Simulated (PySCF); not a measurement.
# [OsO3Cl]−: shape, vibrations and bonding, part 2 of 2

Aim: find the relaxed shape of [OsO3Cl]−, test it by its vibrations, and read charges and levels. It is a constructed species; whether it can be made isn't addressed.

PySCF 2.14.0; B3LYP, Os def2-SVP with ECP60, O def2-SVP, Cl def2-SVP; scalar-relativistic core potentials, no spin–orbit coupling. The steps go on from the part before.

## (8) The relaxed geometry turned into its symmetry frame

The input, run.py (the lines that set the calculation):

```python
mol = gto.M(atom='''
Os     0.15534    -0.16377     0.08675
O      0.96566     1.10509     1.01553
O     -1.16851    -0.94978     0.95788
O      1.20411    -1.22813    -0.80023
Cl    -1.31074     1.38975    -1.01282''',
    basis={'Os': 'def2-SVP', 'O': 'def2-SVP', 'Cl': 'def2-SVP'},
    ecp={'Os': 'def2-SVP'},
    charge=-1, spin=2)
mf = dft.UKS(mol, xc='B3LYP')
mf.grids.atom_grid = (50, 194)
mf = mf.density_fit()  # fitting sets: Os def2-universal-JKFIT, O def2-universal-JKFIT, Cl def2-universal-JKFIT
mf.conv_tol = 1e-08; mf.max_cycle = 55
mf.kernel(dm0)  # dm0: free metal ions and neutral atoms
```

On the command line:

```console
$ OMP_NUM_THREADS=2 python run.py
```

Standard output:

```text
init E= -803.692091319248
  HOMO = 0.147565540234  LUMO = 0.166925952095  gap/eV = 0.52682
cycle= 1 E= -769.56476265756  delta_E= 34.1  |g|= 2.86  |ddm|= 3.76
cycle= 2 E= -673.783498453563  delta_E= 95.8  |g|= 7.42  |ddm|= 22.5
cycle= 3 E= -772.501443261223  delta_E= -98.7  |g|=  2.7  |ddm|= 21.2
cycle= 4 E= -771.631162993963  delta_E= 0.87  |g|= 3.11  |ddm|= 5.33
  HOMO = 0.00716326991316  LUMO = 0.0350665387178  gap/eV = 0.75929
cycle= 5 E= -776.354207874862  delta_E= -4.72  |g|= 0.26  |ddm|= 3.31
  HOMO = -0.0430196357327  LUMO = 0.0533106238113  gap/eV = 2.62128
cycle= 6 E= -776.312518580939  delta_E= 0.0417  |g|= 0.422  |ddm|= 0.48
  HOMO = -0.0346004277438  LUMO = 0.0649607933705  gap/eV = 2.70920
cycle= 7 E= -776.377016260026  delta_E= -0.0645  |g|= 0.137  |ddm|= 0.371
  HOMO = -0.0281121579791  LUMO = 0.0764064373853  gap/eV = 2.84410
cycle= 8 E= -776.384778447316  delta_E= -0.00776  |g|= 0.0318  |ddm|= 0.114
  HOMO = -0.0322804234577  LUMO = 0.0742300705769  gap/eV = 2.89830
cycle= 9 E= -776.385345898021  delta_E= -0.000567  |g|= 0.00669  |ddm|= 0.0438
  HOMO = -0.0324007606829  LUMO = 0.0745603345531  gap/eV = 2.91056
cycle= 10 E= -776.385331376906  delta_E= 1.45e-05  |g|= 0.0139  |ddm|= 0.0229
  HOMO = -0.0325057988081  LUMO = 0.0746548135348  gap/eV = 2.91599
cycle= 11 E= -776.385417411103  delta_E= -8.6e-05  |g|= 0.00421  |ddm|= 0.0133
  HOMO = -0.0326034365841  LUMO = 0.0746543039453  gap/eV = 2.91863
cycle= 12 E= -776.38543338108  delta_E= -1.6e-05  |g|= 0.00274  |ddm|= 0.0107
  HOMO = -0.0323927888649  LUMO = 0.0749158577402  gap/eV = 2.92002
cycle= 13 E= -776.385444729325  delta_E= -1.13e-05  |g|= 0.00112  |ddm|= 0.0125
  HOMO = -0.0324336278129  LUMO = 0.0749361002526  gap/eV = 2.92168
cycle= 14 E= -776.38544804718  delta_E= -3.32e-06  |g|= 0.00039  |ddm|= 0.00817
  HOMO = -0.0324083416831  LUMO = 0.0749729386308  gap/eV = 2.92199
cycle= 15 E= -776.385448700076  delta_E= -6.53e-07  |g|= 0.00026  |ddm|= 0.00324
  HOMO = -0.032410773552  LUMO = 0.0749620484302  gap/eV = 2.92176
cycle= 16 E= -776.385448944464  delta_E= -2.44e-07  |g|= 0.000147  |ddm|= 0.00181
  HOMO = -0.0323932073171  LUMO = 0.0749687240935  gap/eV = 2.92147
cycle= 17 E= -776.385449089736  delta_E= -1.45e-07  |g|= 3.3e-05  |ddm|= 0.00269
  HOMO = -0.0323871720512  LUMO = 0.074970826273  gap/eV = 2.92136
cycle= 18 E= -776.385449091527  delta_E= -1.79e-09  |g|= 3.03e-05  |ddm|= 0.000187
  HOMO = -0.0323923150635  LUMO = 0.0749664629638  gap/eV = 2.92138
Extra cycle  E= -776.385449087883  delta_E= 3.64e-09  |g|= 0.000103  |ddm|= 9.69e-05
converged SCF energy = -776.385449087883  <S^2> = 2.0092649  2S+1 = 3.0061702
```

Wall time 3.2 s (2 threads of Arm Neoverse V1, shared host).

Result: E = -776.385449 Eh, HOMO -0.88 eV, LUMO 1.95 eV (over both spins), ⟨S²⟩ = 2.009, Mulliken charge on Os1 +0.79 e. 

## (9) Frequencies and infrared intensities

Changes to run.py (the lines that set the calculation) since step 8:

```diff
@@ -12,3 +12,4 @@
 mf = mf.density_fit()  # fitting sets: Os def2-universal-JKFIT, O def2-universal-JKFIT, Cl def2-universal-JKFIT
-mf.conv_tol = 1e-08; mf.max_cycle = 55
-mf.kernel(dm0)  # dm0: free metal ions and neutral atoms
+mf.conv_tol = 1e-10; mf.max_cycle = 55
+mf.kernel(dm0)  # dm0: the density of the relaxed state
+# Hessian and dipole derivatives by central differences of gradients, 0.02 bohr
```

On the command line:

```console
$ OMP_NUM_THREADS=2 python run.py
```

The driver keeps no SCF log for this step, only its results.

It took 80 s on 2 threads of Arm Neoverse V1, shared host.

Point group Cs; negative numbers are unstable modes, and those under 60 cm⁻¹ are near the numerical noise:

| cm⁻¹ | km/mol | symmetry |
| --- | --- | --- |
| 146 | 5.2 | a' |
| 147 | 0.0 | a'' |
| 225 | 4.6 | a' |
| 268 | 36.2 | a' |
| 271 | 4.9 | a'' |
| 294 | 26.4 | a' |
| 865 | 103.1 | a'' |
| 878 | 127.5 | a' |
| 922 | 86.2 | a' |

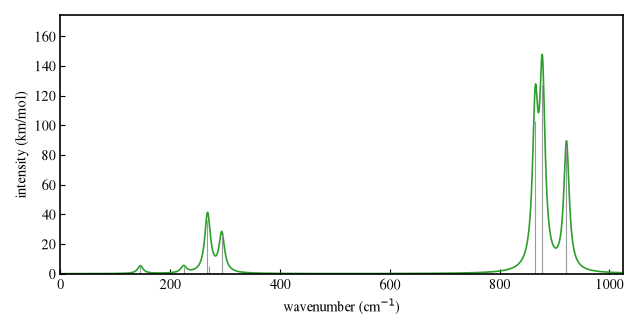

The infrared spectrum from the harmonic lines. Lines are broadened to a width of 12 cm⁻¹ (Lorentzian).

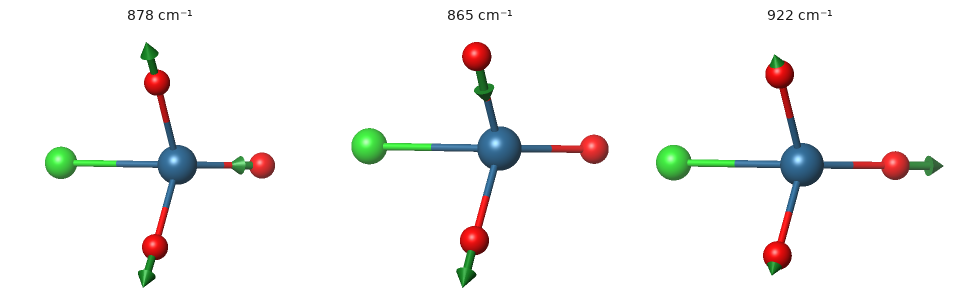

How the atoms move in 3 of the modes.

## (10) Charges, bond orders and levels

The input, run.py (the lines that set the calculation):

```python
mol = gto.M(atom='''
Os     0.15432    -0.19701     0.05440
O      0.96464     1.07186     0.98319
O     -1.16953    -0.98301     0.92553
O      1.20413    -1.26036    -0.83254
Cl    -1.31438     1.35400    -1.04523''',
    basis={'Os': 'def2-SVP', 'O': 'def2-SVP', 'Cl': 'def2-SVP'},
    ecp={'Os': 'def2-SVP'},
    charge=-1, spin=2)
mf = dft.UKS(mol, xc='B3LYP')
mf.grids.atom_grid = (75, 302)
mf = mf.density_fit()  # fitting sets: Os def2-universal-JKFIT, O def2-universal-JKFIT, Cl def2-universal-JKFIT
mf.conv_tol = 1e-09; mf.max_cycle = 55
mf.kernel(dm0)  # dm0: the density of the relaxed state
```

On the command line:

```console
$ OMP_NUM_THREADS=2 python run.py
```

Standard output:

```text
init E= -776.385578739831
  HOMO = -0.0323987488526  LUMO = 0.0749635625675  gap/eV = 2.92148
cycle= 1 E= -776.385578763229  delta_E= -2.34e-08  |g|= 0.000126  |ddm|= 0.000558
  HOMO = -0.0323729104955  LUMO = 0.0749869885069  gap/eV = 2.92141
cycle= 2 E= -776.385578690523  delta_E= 7.27e-08  |g|= 0.000436  |ddm|= 0.000423
  HOMO = -0.0323775644496  LUMO = 0.0749813256919  gap/eV = 2.92138
cycle= 3 E= -776.385578770131  delta_E= -7.96e-08  |g|= 4.85e-05  |ddm|= 0.000329
  HOMO = -0.0323859042157  LUMO = 0.0749746303961  gap/eV = 2.92143
cycle= 4 E= -776.385578771185  delta_E= -1.05e-09  |g|= 1.59e-05  |ddm|= 5.91e-05
  HOMO = -0.0323856248997  LUMO = 0.074974610179  gap/eV = 2.92142
cycle= 5 E= -776.38557877133  delta_E= -1.45e-10  |g|= 1.33e-05  |ddm|= 3.01e-05
  HOMO = -0.0323846645614  LUMO = 0.0749756463392  gap/eV = 2.92142
Extra cycle  E= -776.385578770625  delta_E= 7.05e-10  |g|= 4.67e-05  |ddm|= 5.77e-05
converged SCF energy = -776.385578770625  <S^2> = 2.0092632  2S+1 = 3.0061691
```

Wall time 19 s (2 threads of Arm Neoverse V1, shared host).

It gives: E = -776.385579 Eh, HOMO -0.88 eV, LUMO 1.95 eV (over both spins), ⟨S²⟩ = 2.009, Mulliken charge on Os1 +0.79 e, largest force component 0.030 eV/Å. 

Löwdin charges:

| atom | value (e) |
| --- | --- |
| Os1 | -0.10 |
| O2 | -0.26 |
| O3 | -0.26 |
| O4 | -0.26 |
| Cl5 | -0.12 |

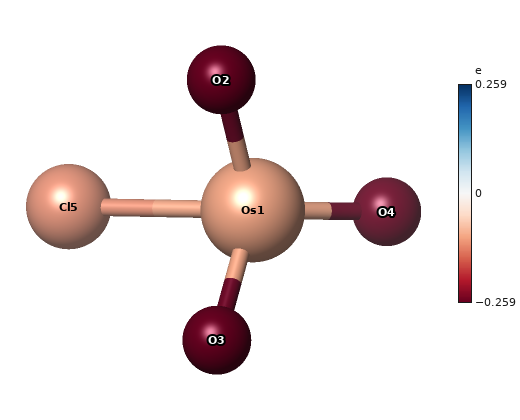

Löwdin charges, as colours on the atoms.

Mulliken charges: Os1 +0.79, O2 -0.46, O3 -0.46, O4 -0.49, Cl5 -0.38 e. Spin: Os1 +1.03, O2 +0.41, O3 +0.41, O4 +0.07, Cl5 +0.07.

Contacts (the nearest donor of each ligand) and Mayer bond orders:

```csv
contact,distance (Å),bond order
Os1–O2 (O),1.769,1.74
Os1–O3 (O),1.769,1.74
Os1–O4 (O),1.738,1.79
Os1–Cl5 (Cl),2.402,0.84
```

Mulliken populations of Os1 outside the core potential: s 2.57, p 6.56, d 5.95, f 0.13.

Orbitals, density, ELF and potential are computed afterwards from the orbital file.

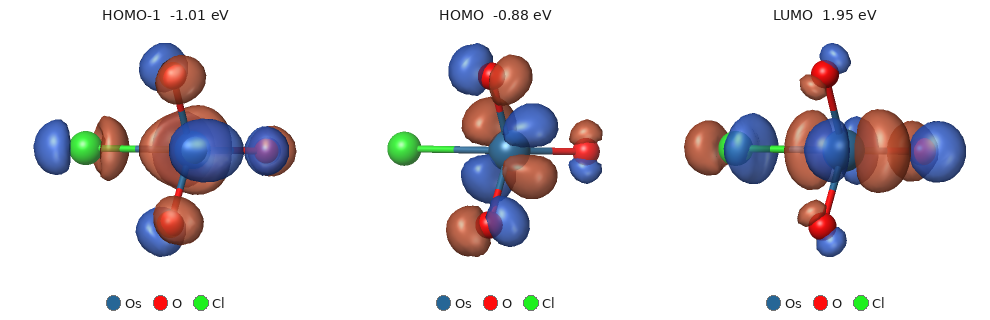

Frontier orbitals at B3LYP (alpha spin); each surface holds 70 % of the orbital's density, blue and red mark the sign.

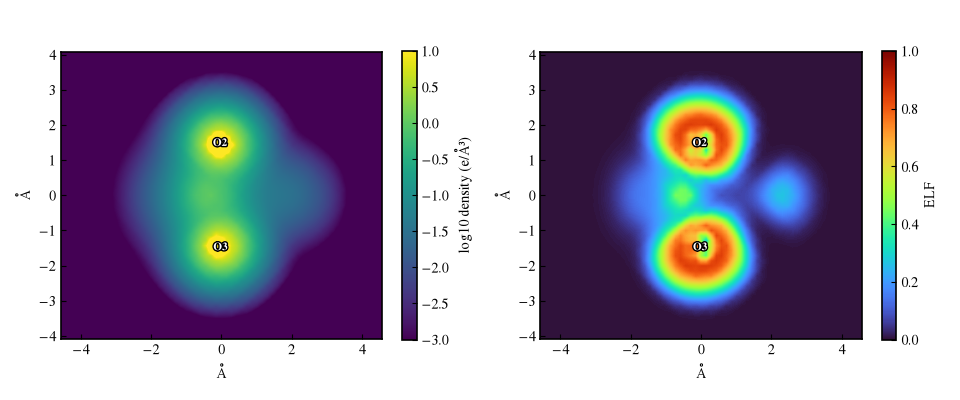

Density (left) and ELF (right) in a plane through or near 2 of the atoms.

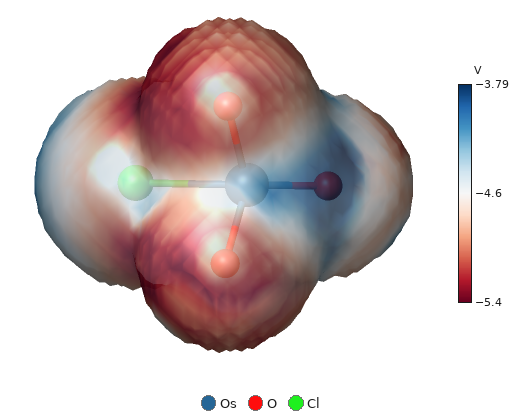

Electrostatic potential on the surface of density 0.002 e/bohr³; red is low, blue high. It runs from -5.40 V near O2 to -3.79 V near O4.

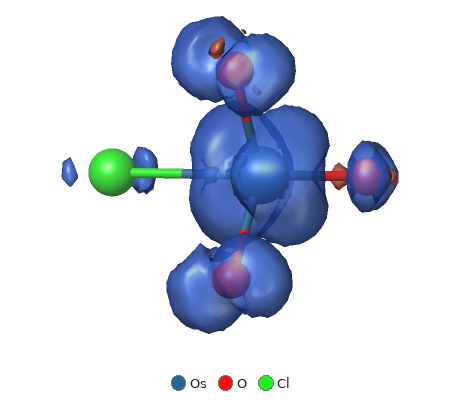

Spin density at ±0.05 e/Å³ (alpha excess blue, beta excess red).

## (11) Outcome

The summary covers parts 1 to 2.

| quantity | value |
| --- | --- |
| state and point group | triplet, Cs |
| first geometry: modes | -139 to 917 cm⁻¹, 2 unstable |
| first geometry: strongest infrared band (modes within 1.5 cm⁻¹ summed) | 832 cm⁻¹ (312 km/mol) |
| modes | 146 to 922 cm⁻¹, none unstable |
| strongest infrared band (modes within 1.5 cm⁻¹ summed) | 878 cm⁻¹ (127 km/mol) |
| zero-point energy | 0.249 eV |
| ideal gas, 298 K, 1 bar | S = 355.4, Cp = 84.8 J/(mol K) |
| metal–ligand contacts | 1.74 to 2.40 Å |
| frontier levels | HOMO -0.88 eV, LUMO 1.95 eV (over both spins) |
| dipole about the centre of mass | 1.02 D |
| mean polarisability | 8.0 Å³ |

**Reading.** At the start, the triplet lies 0.87 eV under the singlet. At the first geometry 2 modes are unstable, so this structure is a saddle point; the molecule was then pushed along the lowest one and relaxed again. All modes are real, so the structure is a minimum. The metal carries -0.10 e by Löwdin's partition against a formal +6, and bond orders to the nearest donors reach 1.79. Both measures hang on the basis. Leaving the first, C3v structure gained 0.09 eV and gave Cs. One start shape was tried, so another isomer may lie lower. These are double-zeta-type bases without diffuse functions. Spin–orbit coupling is left out for this open shell, where it can reorder the states. Open shells may have lower solutions than the one found.
